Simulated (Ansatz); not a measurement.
**Cl$_{2}$FHOZr···SiH$_{4}$: density, localisation and related maps**

```xyz
11

Zr   -0.4027    0.6954   -0.2463
O    -0.4643    0.6118    1.6472
H    -0.4373    0.5275    2.6046
Cl    1.6117    1.7259   -0.9385
F    -1.8794    1.7297   -0.8579
Cl   -0.5618   -1.4910   -1.1450
Si    1.8139   -3.2134    1.6138
H     0.7079   -4.1717    1.3426
H     2.6381   -3.0218    0.3880
H     2.6719   -3.7393    2.7144
H     1.2400   -1.9018    2.0351
```

Core potentials replace the inner electrons of Zr.

All numbers below come from RKS B3LYP/def2-SVP (Ansatz 0.2.0).

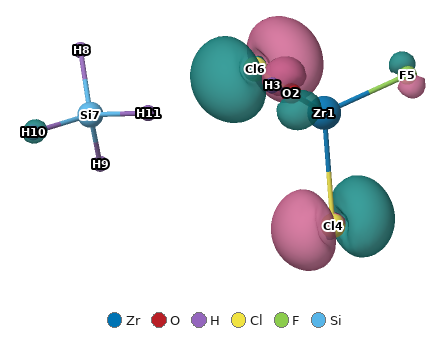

Figure 1. The HOMO−1 at ±0.15 Å⁻³ᐟ² (teal and pink are the two phases), seen from one side.

> Where does this orbital lie, and at what energy?

By Hirshfeld shares it lies mainly on Cl6 (about 45 %), Cl4 (about 35 %), Zr1 (about 5 %) and O2 (about 5 %); largely a combination of lone pairs on Cl6, Cl4 and O2. Its energy is −9.10 eV.

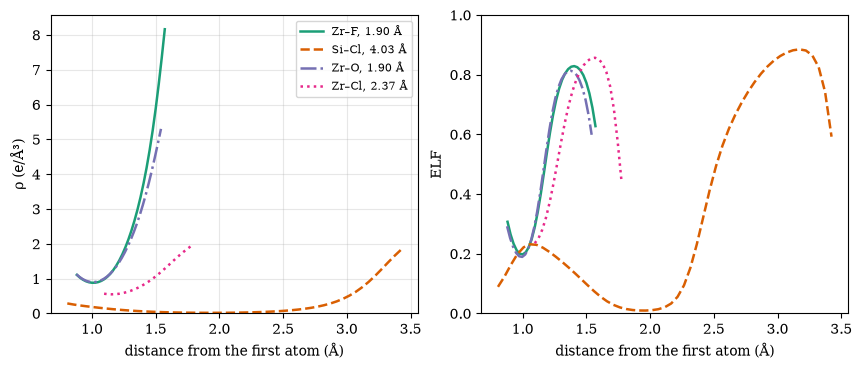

Figure 2. Electron density and electron localisation function along straight lines between neighbouring atoms. The curves leave out the atomic cores.

> What can be read from the curves?

Zr–F (1.90 Å): the density is about 0.93 e/Å³ at the midpoint; the ELF peaks at about 0.85 in the valence shell of F, 0.5 Å from its nucleus, and drops to about 0.20 between the two atoms.
Si7···Cl6 (4.03 Å): the density falls to about 0.02 e/Å³ on the way; the ELF dips to about 0 between them (a non-bonded, intermolecular contact).
Zr–O (1.90 Å): ρ at the midpoint is about 0.95 e/Å³; the ELF peaks at about 0.80 in the valence shell of O, 0.5 Å from its nucleus, and drops to about 0.20 between the two atoms.
Zr–Cl (2.37 Å): ρ at the midpoint is about 0.55 e/Å³; the ELF peaks at about 0.85 in the valence shell of Cl, 0.8 Å from its nucleus, and is about 0.30 at the midpoint.

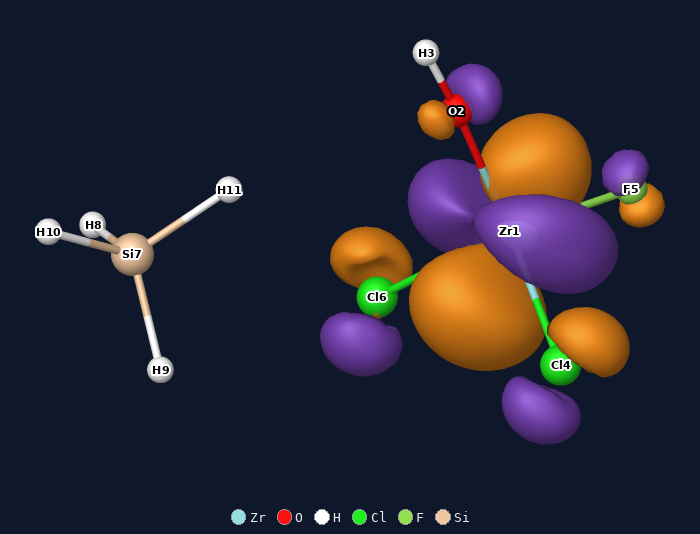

Figure 3. The LUMO at ±0.15 Å⁻³ᐟ² (orange and purple are the two phases), seen at a tilt.

> Describe this orbital and give its energy.

Its weight (Hirshfeld) is mainly on Zr1 (about 70 %), Cl6 (about 10 %) and Cl4 (about 10 %). Its energy is −1.87 eV.
